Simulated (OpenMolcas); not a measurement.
# Energy and gradient calculation, with input and output: C$_{4}$H$_{8}$ (part 1 of 4)

C$_{4}$H$_{8}$, computed with PBE/6-31G*, RKS (OpenMolcas 26.06).

The geometry comes from this level: PBE0-D4/def2-TZVP.

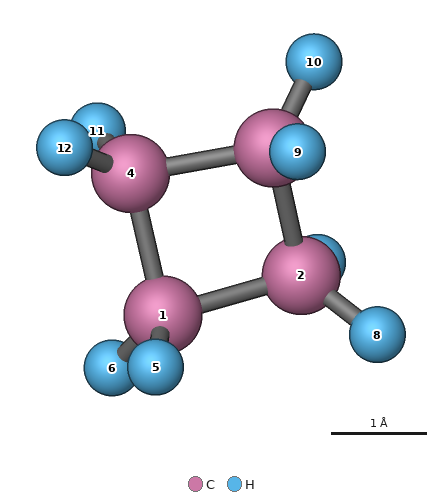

The structure as given in the input (ball-and-stick view, seen at a tilt; atoms are numbered from 1 in the order of the input). Bond lengths as drawn: C–C 1.54 Å and C–H 1.09 Å.

**Results in brief**

```csv
quantity,value
outcome,converged
total energy,−156.978590 hartree
basis functions,72
largest force,0.407 eV/Å
HOMO,−6.98 eV
LUMO,2.03 eV
dipole moment,0.00 debye
hardware,"1 thread of AMD EPYC (Zen 3), 16 GiB of memory available, shared host"
wall time,37 s
peak memory,0.42 GiB
```

**Input**
```
* C4H8 Kohn-Sham DFT
&GATEWAY
BasLib=$CurrDir
Coord
12
angstrom
C       -0.915600       0.295800      -0.476200
C       -0.357100       0.346000       0.959200
C        1.013600      -0.070500       0.391400
C        0.284800      -0.589700      -0.863200
H       -0.858100       1.274600      -0.958400
H       -1.919500      -0.105500      -0.623800
H       -0.786200      -0.444600       1.579500
H       -0.423100       1.289100       1.504200
H        1.628700       0.802300       0.160000
H        1.615300      -0.776700       0.966000
H        0.041300      -1.650700      -0.769700
H        0.753100      -0.425300      -1.835000
Basis=6-31Gs
Group=NoSym
&SEWARD
GridInput
Grid=UltraFine
End of Grid
&SCF
KSDFT=PBE
Thresholds=1e-10 1e-07 1e-07 1e-05
PrOrbitals=1
&ALASKA
```

Launched with:
```bash
export MOLCAS_MEM=1860
pymolcas test.inp > test.log
```

**Output**
```
--- Start Module: gateway ---

                                              &GATEWAY

                       available to each process: 1.9 GB of memory, 1 thread

 Basis Set     1 Label: C.6-31GS
 Basis set is read from library:.
 basistype.tbl is not found

 Basis Set     2 Label: H.6-31GS
 Basis set is read from library:.
 basistype.tbl is not found

++    Symmetry information:
      ---------------------

                    Character Table for C1

                             E
                    a        1  x, y, xy, Rz, z, xz, Ry, yz, Rx, I
--

++    Basis set information:
      ----------------------

      Basis set label: C.6-31GS.........

      Electronic valence basis set:
      ------------------
      Associated Effective Charge   6.000000 au
      Associated Actual Charge      6.000000 au
      Nuclear Model: Point charge

      Shell  nPrim  nBasis  Cartesian Spherical Contaminant
         s      10       3        X
         p       4       2        X
         d       1       1                 X

      Basis set label: H.6-31GS.........

      Electronic valence basis set:
      ------------------
      Associated Effective Charge   1.000000 au
      Associated Actual Charge      1.000000 au
      Nuclear Model: Point charge

      Shell  nPrim  nBasis  Cartesian Spherical Contaminant
         s       4       2        X
--

++    Molecular structure info:
      -------------------------

                    ************************************************
                    **** Cartesian Coordinates / bohr, angstrom ****
                    ************************************************

     Center  Label                x              y              z                     x              y              z
        1      C1              -1.730233       0.558981      -0.899888             -0.915600       0.295800      -0.476200
        2      C2              -0.674821       0.653845       1.812625             -0.357100       0.346000       0.959200
        3      C3               1.915426      -0.133226       0.739639              1.013600      -0.070500       0.391400
        4      C4               0.538194      -1.114371      -1.631212              0.284800      -0.589700      -0.863200
        5      H5              -1.621574       2.408645      -1.811114             -0.858100       1.274600      -0.958400
        6      H6              -3.627329      -0.199366      -1.178811             -1.919500      -0.105500      -0.623800
        7      H7              -1.485703      -0.840172       2.984822             -0.786200      -0.444600       1.579500
        8      H8              -0.799543       2.436046       2.842526             -0.423100       1.289100       1.504200
        9      H9               3.077797       1.516127       0.302356              1.628700       0.802300       0.160000
       10      H10              3.052475      -1.467750       1.825475              1.615300      -0.776700       0.966000
       11      H11              0.078046      -3.119371      -1.454522              0.041300      -1.650700      -0.769700
       12      H12              1.423153      -0.803701      -3.467647              0.753100      -0.425300      -1.835000

                    ***************************************
                    *    InterNuclear Distances / bohr    *
                    ***************************************

               1 C1            2 C2            3 C3            4 C4            5 H5            6 H6
    1 C1       0.000000
    2 C2       2.912150        0.000000
    3 C3       4.056850        2.912072        0.000000
    4 C4       2.912165        4.056847        2.912104        0.000000
    5 H5       2.064799        4.136079        5.047555        4.136255        0.000000
    6 H6       2.062004        4.288819        5.865745        4.288763        3.350311        0.000000
    7 H7       4.136230        2.064864        4.136218        5.047684        5.794331        4.725785
    8 H8       4.288965        2.062157        4.288864        5.865947        4.725764        5.577896
    9 H9       5.047640        4.136011        2.064627        4.136157        5.229477        7.077817
   10 H10      5.865964        4.288830        2.062250        4.288959        7.077990        7.433325
   11 H11      4.136153        5.047596        4.136106        2.064698        5.794379        4.725701
   12 H12      4.288838        5.865766        4.288721        2.062078        4.725847        5.577756

               7 H7            8 H8            9 H9           10 H10          11 H11          12 H12
    7 H7       0.000000
    8 H8       3.350324        0.000000
    9 H9       5.794247        4.725725        0.000000
   10 H10      4.725780        5.577818        3.350233        0.000000
   11 H11      5.229516        7.077955        5.794219        4.725829        0.000000
   12 H12      7.077933        7.433345        4.725714        5.577885        3.350271        0.000000

                    *******************************************
                    *    InterNuclear Distances / angstrom    *
                    *******************************************

               1 C1            2 C2            3 C3            4 C4            5 H5            6 H6
    1 C1       0.000000
    2 C2       1.541044        0.000000
    3 C3       2.146793        1.541002        0.000000
    4 C4       1.541051        2.146791        1.541019        0.000000
    5 H5       1.092645        2.188719        2.671051        2.188812        0.000000
    6 H6       1.091166        2.269545        3.104019        2.269515        1.772908        0.000000
    7 H7       2.188799        1.092679        2.188792        2.671119        3.066228        2.500778
    8 H8       2.269622        1.091246        2.269569        3.104125        2.500767        2.951695
    9 H9       2.671096        2.188683        1.092554        2.188760        2.767320        3.745419
   10 H10      3.104135        2.269551        1.091296        2.269619        3.745511        3.933546
   11 H11      2.188758        2.671073        2.188733        1.092591        3.066253        2.500733
   12 H12      2.269556        3.104030        2.269493        1.091205        2.500810        2.951621

               7 H7            8 H8            9 H9           10 H10          11 H11          12 H12
    7 H7       0.000000
    8 H8       1.772915        0.000000
    9 H9       3.066184        2.500746        0.000000
   10 H10      2.500775        2.951654        1.772867        0.000000
   11 H11      2.767341        3.745492        3.066169        2.500801        0.000000
   12 H12      3.745481        3.933557        2.500740        2.951690        1.772887        0.000000

                    **************************************
                    *    Valence Bond Angles / degree    *
                    **************************************
                          Atom centers                 Phi
                      2 C2       1 C1       4 C4        88.30
                      2 C2       1 C1       5 H5       111.27
                      2 C2       1 C1       6 H6       118.13
                      4 C4       1 C1       5 H5       111.28
                      4 C4       1 C1       6 H6       118.12
                      5 H5       1 C1       6 H6       108.55
                      1 C1       2 C2       3 C3        88.30
                      1 C1       2 C2       7 H7       111.28
                      1 C1       2 C2       8 H8       118.13
                      3 C3       2 C2       7 H7       111.28
                      3 C3       2 C2       8 H8       118.13
                      7 H7       2 C2       8 H8       108.54
                      2 C2       3 C3       4 C4        88.30
                      2 C2       3 C3       9 H9       111.28
                      2 C2       3 C3      10 H10      118.12
                      4 C4       3 C3       9 H9       111.28
                      4 C4       3 C3      10 H10      118.13
                      9 H9       3 C3      10 H10      108.55
                      1 C1       4 C4       3 C3        88.30
                      1 C1       4 C4      11 H11      111.28
                      1 C1       4 C4      12 H12      118.12
                      3 C3       4 C4      11 H11      111.28
                      3 C3       4 C4      12 H12      118.12
                     11 H11      4 C4      12 H12      108.55

           ***************************************************************
           *              Valence Dihedral Angles / degree               *
           ***************************************************************
                    Atom centers                       Phi1     Phi2     Theta
           4 C4       1 C1       2 C2       7 H7         88.30   111.28   -92.68
           4 C4       1 C1       2 C2       8 H8         88.30   118.13   140.80
           5 H5       1 C1       2 C2       7 H7        111.27   111.28   155.11
           5 H5       1 C1       2 C2       8 H8        111.27   118.13    28.59
           6 H6       1 C1       2 C2       7 H7        118.13   111.28    28.58
           6 H6       1 C1       2 C2       8 H8        118.13   118.13   -97.95
           2 C2       1 C1       4 C4       3 C3         88.30    88.30   -19.54
           2 C2       1 C1       4 C4      11 H11        88.30   111.28    92.67
           2 C2       1 C1       4 C4      12 H12        88.30   118.12  -140.79
           5 H5       1 C1       4 C4      11 H11       111.28   111.28  -155.12
           5 H5       1 C1       4 C4      12 H12       111.28   118.12   -28.58
           6 H6       1 C1       4 C4      11 H11       118.12   111.28   -28.58
           6 H6       1 C1       4 C4      12 H12       118.12   118.12    97.95
           3 C3       2 C2       1 C1       4 C4         88.30    88.30    19.54
           3 C3       2 C2       1 C1       5 H5         88.30   111.27   -92.67
           3 C3       2 C2       1 C1       6 H6         88.30   118.13   140.79
           1 C1       2 C2       3 C3       4 C4         88.30    88.30   -19.54
           1 C1       2 C2       3 C3       9 H9         88.30   111.28    92.68
           1 C1       2 C2       3 C3      10 H10        88.30   118.12  -140.80
           7 H7       2 C2       3 C3       9 H9        111.28   111.28  -155.11
           7 H7       2 C2       3 C3      10 H10       111.28   118.12   -28.58
           8 H8       2 C2       3 C3       9 H9        118.13   111.28   -28.58
           8 H8       2 C2       3 C3      10 H10       118.13   118.12    97.94
           4 C4       3 C3       2 C2       7 H7         88.30   111.28    92.67
           4 C4       3 C3       2 C2       8 H8         88.30   118.13  -140.80
           2 C2       3 C3       4 C4      11 H11        88.30   111.28   -92.67
           2 C2       3 C3       4 C4      12 H12        88.30   118.12   140.79
           9 H9       3 C3       4 C4      11 H11       111.28   111.28   155.11
           9 H9       3 C3       4 C4      12 H12       111.28   118.12    28.58
          10 H10      3 C3       4 C4      11 H11       118.13   111.28    28.58
          10 H10      3 C3       4 C4      12 H12       118.13   118.12   -97.95
           3 C3       4 C4       1 C1       5 H5         88.30   111.28    92.67
           3 C3       4 C4       1 C1       6 H6         88.30   118.12  -140.80
           1 C1       4 C4       3 C3       2 C2         88.30    88.30    19.54
           1 C1       4 C4       3 C3       9 H9         88.30   111.28   -92.67
           1 C1       4 C4       3 C3      10 H10        88.30   118.13   140.79
--

            Nuclear Potential Energy            127.61230823 au

--- Stop Module: gateway /rc=_RC_ALL_IS_WELL_ ---

--- Start Module: seward ---

                                              &SEWARD

                       available to each process: 1.9 GB of memory, 1 thread

               SEWARD will generate:
                  Multipole Moment integrals up to order  2
                  Kinetic Energy integrals
                  Nuclear Attraction integrals (point charge)
                  One-Electron Hamiltonian integrals
                  Velocity integrals
                  Orbital angular momentum around (  0.0121  -0.0087   0.0053 )
                  Velocity quadrupole around (  0.0121  -0.0087   0.0053 )
                  Two-Electron Repulsion integrals

                   Integrals are discarded if absolute value <: 1.00E-14
                   Integral cutoff threshold is set to       <: 1.00E-16

            Nuclear Potential Energy            127.61230823 au

      Basis set specifications :
      Symmetry species         a
      Basis functions           72

--- Stop Module: seward /rc=_RC_ALL_IS_WELL_ ---
--- Module seward spent 1 second ---

--- Start Module: scf ---

                                                &SCF

                       available to each process: 1.9 GB of memory, 1 thread

 ###############################################################################
 ###     Minimized-density-differences option turned off!                    ###
 ###############################################################################
++    Input section:
      --------------

      Header of the integral files:

      Cartesian coordinates in angstrom:
      -----------------------------------------------------
      No.  Label        X            Y            Z
      -----------------------------------------------------
       1   C1        -0.91560000   0.29580000  -0.47620000
       2   C2        -0.35710000   0.34600000   0.95920000
       3   C3         1.01360000  -0.07050000   0.39140000
       4   C4         0.28480000  -0.58970000  -0.86320000
       5   H5        -0.85810000   1.27460000  -0.95840000
       6   H6        -1.91950000  -0.10550000  -0.62380000
       7   H7        -0.78620000  -0.44460000   1.57950000
       8   H8        -0.42310000   1.28910000   1.50420000
       9   H9         1.62870000   0.80230000   0.16000000
      10   H10        1.61530000  -0.77670000   0.96600000
      11   H11        0.04130000  -1.65070000  -0.76970000
      12   H12        0.75310000  -0.42530000  -1.83500000
      -----------------------------------------------------
      Nuclear repulsion energy =  127.61230823
--

++    Orbital specifications:
      -----------------------

      Symmetry species               1
                                     a
      Frozen orbitals                0
      Occupied orbitals             16
      Secondary orbitals            56
      Deleted orbitals               0
      Total number of orbitals      72
      Number of basis functions     72
--

      Molecular charge                           0.000

      Numerical integration parameters
      --------------------------------
      Radial quadrature type:                         MHL
      Size of radial grid:                            99
      Lebedev angular grid:                           41
      Angular grid pruned with the crowding factor:  1.00E+10
                                 and fading factor:  1.00E+01
      Screening threshold for integral computation:   1.00E-11
      Radial quadrature accuracy:                     1.00E-25
      Maximum batch size:                             128
      AO values are stored on disk
      The same grid will be used for all iterations.

      DFT functional specifications
      -----------------------------
      Using Libxc version: 6.2.2
      Please cite the following reference:
      S. Lehtola, C. Steigemann, M. J.T. Oliveira, and M. A.L. Marques.,  SoftwareX 7, 1–5 (2018) doi:10.1016/j.softx.2017.11.002

      * Perdew, Burke & Ernzerhof
        - J. P. Perdew, K. Burke, and M. Ernzerhof.,  Phys. Rev. Lett. 77, 3865 (1996) doi:10.1103/PhysRevLett.77.3865
        - J. P. Perdew, K. Burke, and M. Ernzerhof.,  Phys. Rev. Lett. 78, 1396 (1997) doi:10.1103/PhysRevLett.78.1396
      * Perdew, Burke & Ernzerhof
        - J. P. Perdew, K. Burke, and M. Ernzerhof.,  Phys. Rev. Lett. 77, 3865 (1996) doi:10.1103/PhysRevLett.77.3865
        - J. P. Perdew, K. Burke, and M. Ernzerhof.,  Phys. Rev. Lett. 78, 1396 (1997) doi:10.1103/PhysRevLett.78.1396

++    Optimization specifications:
      ----------------------------

      SCF Algorithm: Conventional
      D(i)-D(i-1) density differences are used
      Number of density matrices in core                 5
      Maximum number of NDDO SCF iterations            400
      Maximum number of HF SCF iterations              400
      Threshold for SCF energy change             1.00E-10
      Threshold for density matrix                1.00E-07
      Threshold for Fock matrix                   1.00E-07
      Threshold for linear dependence             1.00E-09
      Threshold at which DIIS is turned on        1.50E-01
      Maximum depth in the DIIS procedure                5
      Maximum depth in the BFGS Hessian update          30
      Threshold at which QNR/C2DIIS is turned on  7.50E-02
      Threshold for Norm(delta) (QNR/C2DIIS)      1.00E-05
      All orbitals punched on: SCFORB
--

      Input vectors read from INPORB
      Orbital file label: *Guess orbitals

++ Convergence information
                                   PBE        iterations: Energy and convergence statistics
```
